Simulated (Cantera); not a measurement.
Charge: 1 mol Mg(OH)2, a varied amount of CO2, 0.021 mol H2, at 1723 K and 13.3 mbar.

Equilibrium computed with Cantera from the NASA thermochemical tables; the gas is ideal and each condensed phase is pure. Candidate condensed phases: C, C6H6, C7H8, C8H18, H2O, Mg, MgCO3, MgO, Mg(OH)2; 116 gas species. The numbers say what is thermodynamically allowed, not how fast it happens.

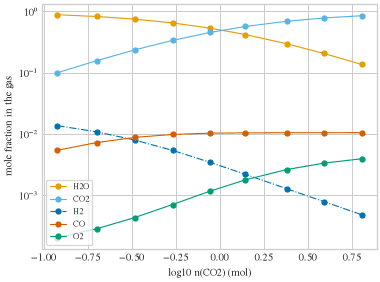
Figure. Equilibrium gas composition (values under 1e-9 drawn at 1e-9)

**Question.** Read off the mole fractions at 0.88 mol CO2.

**Answer.** H2O about 0.53, CO2 about 0.45, CO about 0.010, H2 about 0.0034, O2 about 0.0012.
